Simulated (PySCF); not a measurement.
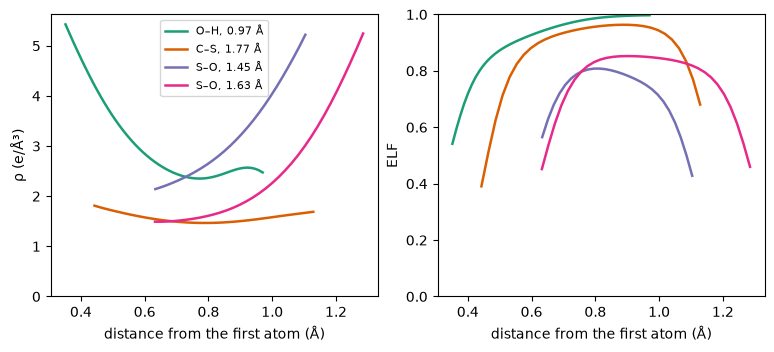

CH4O3S (methanesulfonic acid). Electron density and electron localisation function along straight lines between neighbouring atoms. The curves leave out the atomic cores.

Geometry: PBE0-D3(BJ)/ma-def2-SVP.

All numbers below come from PySCF, DFT single point, gas phase, functional wB97X.

The calculation's input:

```
{"job": {"kind": "sp", "xc": "wB97X", "basis": "ma-def2-TZVP", "d3": "d3bj", "grid": 2}, "charge": 0, "multiplicity": 1}
C     -1.092669    -0.303250     0.022654
S      0.450175     0.563124    -0.040392
O      0.857024     0.959852     1.300844
O      0.406250     1.526585    -1.120028
O      1.437670    -0.656147    -0.488983
H     -1.028872    -1.087428     0.786214
H     -1.854589     0.441097     0.288578
H     -1.294597    -0.722966    -0.970376
H      2.147088    -0.708539     0.170584
```

Run with:

```sh
OMP_NUM_THREADS=1 python redox_run.py task.json out
```

> Compare the contacts.

O–H (0.97 Å): the density is about 3.7 e/Å³ at the midpoint; the ELF climbs to about 1 towards the hydrogen, as it does in any bond to H; a covalent bond by its length.
C–S (1.77 Å): the density is about 1.5 e/Å³ at the midpoint; the ELF peaks at about 0.95 between the atoms; a covalent bond.
S–O (1.45 Å): ρ at the midpoint is about 2.4 e/Å³; the ELF peaks at about 0.80 between the atoms (a short, strongly polar bond).
S–O (1.63 Å): the density is about 1.6 e/Å³ at the midpoint; the ELF peaks at about 0.85 between the atoms; a polar covalent bond.
